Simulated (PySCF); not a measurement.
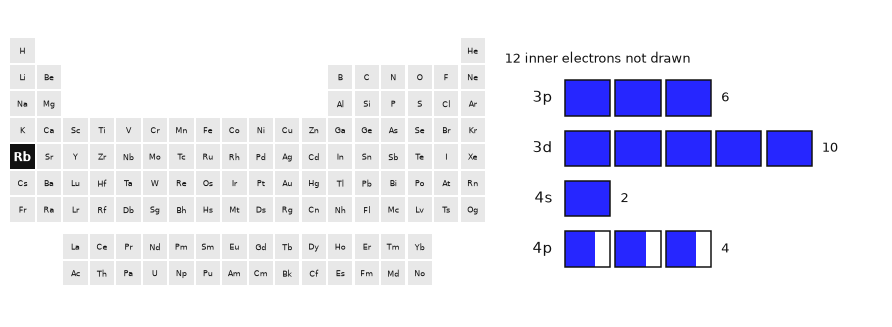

Fig. 1: Left, the place of rubidium in the periodic table; right, the outer shells of the nominal configuration: a box for each of the 2l + 1 orbitals, shaded by the share of the shell that is filled, with the electron count at the right.

## Run report: Rb³⁺, atomic calculation

Rb³⁺, configuration 1s2 2s2 2p6 3s2 3p6 3d10 4s2 4p4, multiplicity 3. Level asked for: unrestricted B3LYP, Sapporo-DKH3-DZP-2012, spin-free X2C-1e, Gaussian nucleus (PySCF).

**Input**
```python
from pyscf import gto, scf, dft, mp, cc
import basis_set_exchange as bse
mol = gto.M(atom="Rb 0 0 0", charge=3, spin=2, symmetry="D2h",
            basis=gto.basis.parse(bse.get_basis("Sapporo-DKH3-DZP-2012", elements=["Rb"], fmt="nwchem", header=False)),
            nucmod="G")
mf = dft.UKS(mol, xc="B3LYP").sfx2c1e()
mf.irrep_nelec = {'Ag': (6, 6), 'B1g': (1, 1), 'B2g': (1, 1), 'B3g': (1, 1), 'B1u': (3, 2), 'B2u': (3, 3), 'B3u': (3, 2)}
mf.kernel()
```

The script is an equivalent of what the driver set up; the driver computed the properties (radii, ⟨L²⟩, response) afterwards. It also set what the script leaves out: max_cycle = 50, level_shift = 10.0, guess = minao. It held the occupations shell by shell, which the script's counts by irreducible representation don't always enforce.

Hardware: 1 thread of Arm Neoverse V1, 23 GiB of memory available, shared host.

The run was one of a batch that the task file lists, launched with:
```bash
OMP_NUM_THREADS=1 python <driver script> TASK.json OUT
```

**Output (extracts)**
```
damping factor = 0
level_shift factor = 10.0
DIIS = <class 'pyscf.scf.diis.CDIIS'>
diis_start_cycle = 1
diis_space = 10
diis_damp = 0
SCF conv_tol = 1e-09
SCF conv_tol_grad = None
number electrons alpha = 18  beta = 16
irrep_nelec {'Ag': (6, 6), 'B1g': (1, 1), 'B2g': (1, 1), 'B3g': (1, 1), 'B1u': (3, 2), 'B2u': (3, 3), 'B3u': (3, 2)}
XC functionals = B3LYP
    P. J. Stephens, F. J. Devlin, C. F. Chabalowski, and M. J. Frisch.,  J. Phys. Chem. 98, 11623 (1994)
alpha HOMO (B2u) = -0.646951396193383  LUMO (Ag) = 4.91439000905392

WARN: HOMO -0.646951396193383 >= LUMO -0.646951396201006

cycle= 1 E= -2978.14897388055  delta_E= 2.72  |g|= 0.513  |ddm|= 1.22
alpha HOMO (B2u) = -1.85591451010924  LUMO (Ag) = 9.12778619894132
  HOMO = -1.81782881709  LUMO = 8.24691001754  gap/eV = 273.87549
cycle= 2 E= -2978.18902635283  delta_E= -0.0401  |g|= 0.41  |ddm|= 0.134
alpha HOMO (B2u) = -1.78392202020787  LUMO (Ag) = 9.20311688334661
  HOMO = -1.74505036787  LUMO = 8.33772117838  gap/eV = 274.36619
cycle= 3 E= -2978.21132155004  delta_E= -0.0223  |g|= 0.352  |ddm|= 0.0815
alpha HOMO (B2u) = -1.76695377314113  LUMO (Ag) = 9.22216611665004
  HOMO = -1.72784232655  LUMO = 8.36029809051  gap/eV = 274.51228
cycle= 4 E= -2978.22726738729  delta_E= -0.0159  |g|= 0.304  |ddm|= 0.0676
alpha HOMO (B2u) = -1.76090921764869  LUMO (Ag) = 9.22959729106552
  HOMO = -1.72186254364  LUMO = 8.36931667384  gap/eV = 274.59497
cycle= 5 E= -2978.23916004411  delta_E= -0.0119  |g|= 0.263  |ddm|= 0.0575
alpha HOMO (B2u) = -1.75943270473721  LUMO (Ag) = 9.23219581223746
  HOMO = -1.72032580552  LUMO = 8.37249122436  gap/eV = 274.63954
cycle= 6 E= -2978.24812360857  delta_E= -0.00896  |g|= 0.229  |ddm|= 0.049
alpha HOMO (B2u) = -1.75876854970498  LUMO (Ag) = 9.23367068166983
  HOMO = -1.71948292385  LUMO = 8.37410900448  gap/eV = 274.66063
cycle= 7 E= -2978.25494792712  delta_E= -0.00682  |g|=  0.2  |ddm|= 0.042
alpha HOMO (B2u) = -1.75960998283729  LUMO (Ag) = 9.23387086655174
  HOMO = -1.72012732008  LUMO = 8.3742876144  gap/eV = 274.68302
cycle= 8 E= -2978.26018069584  delta_E= -0.00523  |g|= 0.175  |ddm|= 0.0364
alpha HOMO (B2u) = -1.76044095202455  LUMO (Ag) = 9.23372579654063
  HOMO = -1.72068809647  LUMO = 8.37411657333  gap/eV = 274.69363
cycle= 9 E= -2978.26422288495  delta_E= -0.00404  |g|= 0.153  |ddm|= 0.0318
alpha HOMO (B2u) = -1.76096833640924  LUMO (Ag) = 9.23384900459819
  HOMO = -1.72109437751  LUMO = 8.37426615449  gap/eV = 274.70875
cycle= 10 E= -2978.26734409091  delta_E= -0.00312  |g|= 0.134  |ddm|= 0.0277
alpha HOMO (B2u) = -1.7616090518233  LUMO (Ag) = 9.23362657812291
  HOMO = -1.72159476849  LUMO = 8.37410828448  gap/eV = 274.71807
cycle= 11 E= -2978.26976799132  delta_E= -0.00242  |g|= 0.118  |ddm|= 0.0243
alpha HOMO (B2u) = -1.76199274140064  LUMO (Ag) = 9.23363554770008
  HOMO = -1.72190206276  LUMO = 8.37411700681  gap/eV = 274.72667
cycle= 12 E= -2978.27164995918  delta_E= -0.00188  |g|= 0.104  |ddm|= 0.0213
alpha HOMO (B2u) = -1.76231730356643  LUMO (Ag) = 9.23364458380201
  HOMO = -1.72214158259  LUMO = 8.37412337869  gap/eV = 274.73336
cycle= 13 E= -2978.27311438726  delta_E= -0.00146  |g|= 0.0912  |ddm|= 0.0187
alpha HOMO (B2u) = -1.76250255320173  LUMO (Ag) = 9.23371185561238
  HOMO = -1.72230007527  LUMO = 8.37418212333  gap/eV = 274.73927
cycle= 14 E= -2978.27425643412  delta_E= -0.00114  |g|= 0.0803  |ddm|= 0.0164
alpha HOMO (B2u) = -1.7626930337585  LUMO (Ag) = 9.23368839445246
  HOMO = -1.72248937603  LUMO = 8.374161154  gap/eV = 274.74386
cycle= 15 E= -2978.2751490917  delta_E= -0.000893  |g|= 0.0709  |ddm|= 0.0145
alpha HOMO (B2u) = -1.76280989085133  LUMO (Ag) = 9.23371501793457
  HOMO = -1.72260774691  LUMO = 8.37418964854  gap/eV = 274.74785
cycle= 16 E= -2978.27584780092  delta_E= -0.000699  |g|= 0.0626  |ddm|= 0.0128
alpha HOMO (B2u) = -1.76290946463286  LUMO (Ag) = 9.23373338690858
  HOMO = -1.72268702242  LUMO = 8.37421982203  gap/eV = 274.75083
cycle= 17 E= -2978.27639597984  delta_E= -0.000548  |g|= 0.0553  |ddm|= 0.0113
alpha HOMO (B2u) = -1.76302489596816  LUMO (Ag) = 9.23371935063066
  HOMO = -1.72278066019  LUMO = 8.37420084246  gap/eV = 274.75286
cycle= 18 E= -2978.27682664686  delta_E= -0.000431  |g|= 0.0489  |ddm|= 0.00998
alpha HOMO (B2u) = -1.76309634464014  LUMO (Ag) = 9.23373197214757
  HOMO = -1.72282405383  LUMO = 8.37420232296  gap/eV = 274.75408
cycle= 19 E= -2978.27716525597  delta_E= -0.000339  |g|= 0.0433  |ddm|= 0.00883
alpha HOMO (B2u) = -1.76315936509797  LUMO (Ag) = 9.23374139010816
  HOMO = -1.72286738712  LUMO = 8.37420777477  gap/eV = 274.75541
cycle= 20 E= -2978.27743193528  delta_E= -0.000267  |g|= 0.0384  |ddm|= 0.00782
alpha HOMO (B2u) = -1.7632123279537  LUMO (Ag) = 9.23374263341832
  HOMO = -1.72290666115  LUMO = 8.37421055748  gap/eV = 274.75655
cycle= 21 E= -2978.27764224636  delta_E= -0.00021  |g|= 0.034  |ddm|= 0.00693
alpha HOMO (B2u) = -1.76323912349662  LUMO (Ag) = 9.23374666765956
  HOMO = -1.72293613819  LUMO = 8.3742182162  gap/eV = 274.75756
cycle= 22 E= -2978.27780813484  delta_E= -0.000166  |g|= 0.0302  |ddm|= 0.00616
alpha HOMO (B2u) = -1.76326756832203  LUMO (Ag) = 9.23374891543198
  HOMO = -1.72296249273  LUMO = 8.37422002086  gap/eV = 274.75833
cycle= 23 E= -2978.27793914343  delta_E= -0.000131  |g|= 0.0268  |ddm|= 0.00546
alpha HOMO (B2u) = -1.76327136097913  LUMO (Ag) = 9.23375192230668
  HOMO = -1.72298890086  LUMO = 8.37422765083  gap/eV = 274.75926
cycle= 24 E= -2978.27804263355  delta_E= -0.000103  |g|= 0.0238  |ddm|= 0.00485
alpha HOMO (B2u) = -1.76328254431237  LUMO (Ag) = 9.23375144445025
  HOMO = -1.72301293537  LUMO = 8.37422968225  gap/eV = 274.75997
cycle= 25 E= -2978.27812449745  delta_E= -8.19e-05  |g|= 0.0211  |ddm|= 0.00431
alpha HOMO (B2u) = -1.76330290107149  LUMO (Ag) = 9.23374657812001
  HOMO = -1.72303418813  LUMO = 8.37422371706  gap/eV = 274.76038
cycle= 26 E= -2978.27818932118  delta_E= -6.48e-05  |g|= 0.0188  |ddm|= 0.00382
alpha HOMO (B2u) = -1.76331437960085  LUMO (Ag) = 9.23374533628981
  HOMO = -1.72304568965  LUMO = 8.37422194436  gap/eV = 274.76065
cycle= 27 E= -2978.27824069353  delta_E= -5.14e-05  |g|= 0.0167  |ddm|= 0.00338
alpha HOMO (B2u) = -1.76332939740957  LUMO (Ag) = 9.23374431173516
  HOMO = -1.72305785779  LUMO = 8.3742192722  gap/eV = 274.76091
cycle= 28 E= -2978.27828144298  delta_E= -4.07e-05  |g|= 0.0148  |ddm|= 0.003
alpha HOMO (B2u) = -1.76334004245993  LUMO (Ag) = 9.23374581803461
  HOMO = -1.72306086363  LUMO = 8.37421612663  gap/eV = 274.76090
cycle= 29 E= -2978.27831373894  delta_E= -3.23e-05  |g|= 0.0132  |ddm|= 0.00266
alpha HOMO (B2u) = -1.76334747823023  LUMO (Ag) = 9.23374519091675
  HOMO = -1.72306799349  LUMO = 8.37421619634  gap/eV = 274.76110
cycle= 30 E= -2978.27833936908  delta_E= -2.56e-05  |g|= 0.0117  |ddm|= 0.00237
alpha HOMO (B2u) = -1.76334864899868  LUMO (Ag) = 9.23375148304392
  HOMO = -1.72306347325  LUMO = 8.37422150716  gap/eV = 274.76112
cycle= 31 E= -2978.27835970685  delta_E= -2.03e-05  |g|= 0.0105  |ddm|= 0.0021
alpha HOMO (B2u) = -1.76335521793169  LUMO (Ag) = 9.23375222258361
  HOMO = -1.72306623336  LUMO = 8.37422144644  gap/eV = 274.76119
cycle= 32 E= -2978.27837586088  delta_E= -1.62e-05  |g|= 0.00931  |ddm|= 0.00187
alpha HOMO (B2u) = -1.76335705724848  LUMO (Ag) = 9.23375356749167
  HOMO = -1.72306867779  LUMO = 8.37422291231  gap/eV = 274.76130
cycle= 33 E= -2978.27838869449  delta_E= -1.28e-05  |g|= 0.00829  |ddm|= 0.00166
alpha HOMO (B2u) = -1.76335699896711  LUMO (Ag) = 9.23375522805208
  HOMO = -1.72307077553  LUMO = 8.37422474753  gap/eV = 274.76141
cycle= 34 E= -2978.2783988928  delta_E= -1.02e-05  |g|= 0.00739  |ddm|= 0.00148
alpha HOMO (B2u) = -1.76335742932947  LUMO (Ag) = 9.23375362417394
  HOMO = -1.72307588841  LUMO = 8.37422383581  gap/eV = 274.76152
cycle= 35 E= -2978.27840700195  delta_E= -8.11e-06  |g|= 0.00658  |ddm|= 0.00131
alpha HOMO (B2u) = -1.7633583939937  LUMO (Ag) = 9.23375366810308
  HOMO = -1.72307775479  LUMO = 8.37422367473  gap/eV = 274.76157
cycle= 36 E= -2978.27841345093  delta_E= -6.45e-06  |g|= 0.00587  |ddm|= 0.00117
alpha HOMO (B2u) = -1.7633581934276  LUMO (Ag) = 9.2337549610446
  HOMO = -1.72307805133  LUMO = 8.37422476823  gap/eV = 274.76160
cycle= 37 E= -2978.27841858075  delta_E= -5.13e-06  |g|= 0.00523  |ddm|= 0.00104
alpha HOMO (B2u) = -1.76335887347222  LUMO (Ag) = 9.23375529730837
  HOMO = -1.72307904552  LUMO = 8.37422512445  gap/eV = 274.76164
cycle= 38 E= -2978.27842266291  delta_E= -4.08e-06  |g|= 0.00466  |ddm|= 0.000924
alpha HOMO (B2u) = -1.76335929020338  LUMO (Ag) = 9.2337557813174
  HOMO = -1.72307908594  LUMO = 8.3742253918  gap/eV = 274.76165
cycle= 39 E= -2978.27842591172  delta_E= -3.25e-06  |g|= 0.00416  |ddm|= 0.000823
alpha HOMO (B2u) = -1.76335926153983  LUMO (Ag) = 9.23375628959352
  HOMO = -1.72307943046  LUMO = 8.37422586773  gap/eV = 274.76167
cycle= 40 E= -2978.27842849807  delta_E= -2.59e-06  |g|= 0.00371  |ddm|= 0.000732
alpha HOMO (B2u) = -1.76335980018073  LUMO (Ag) = 9.2337566674391
  HOMO = -1.72307927044  LUMO =
```

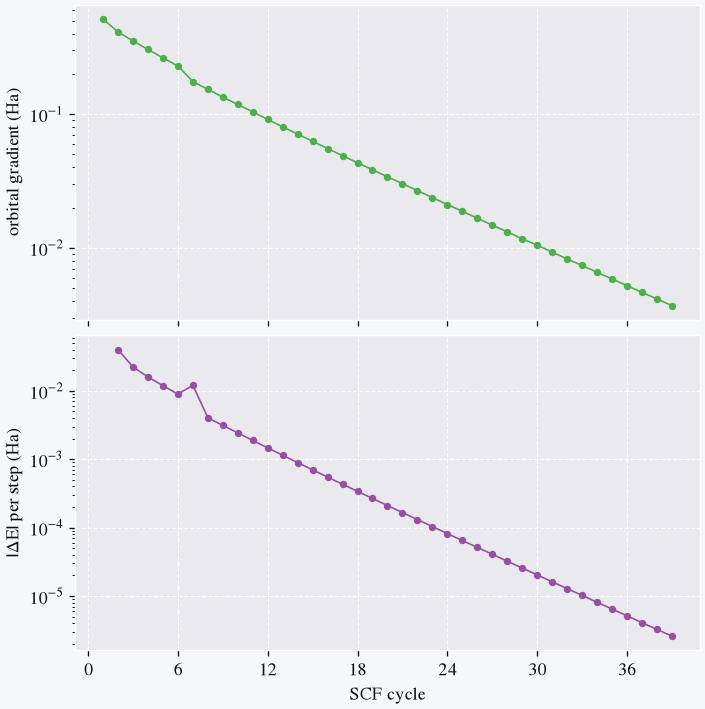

Fig. 2: Convergence: orbital gradient and change of the energy from step to step (the smallest changes aren't drawn) against the SCF cycle. The residual is still falling at the last step (down to 4 × 10⁻³), so the run was stopped before it reached the threshold. It goes from 0.51 to 0.0037 in 39 steps.

**What the run reported**

- outcome: not converged
- total energy: −2978.2784 hartree
- ⟨S²⟩: 2.001
- ⟨L²⟩: 2.01
- SCF iterations: 50
- wall time: 3.7 s

**Diagnosis**

The run did not meet its convergence test in 50 iterations, so its last values are not results. Caveats: level shift left on, which raises the virtual orbital energies.
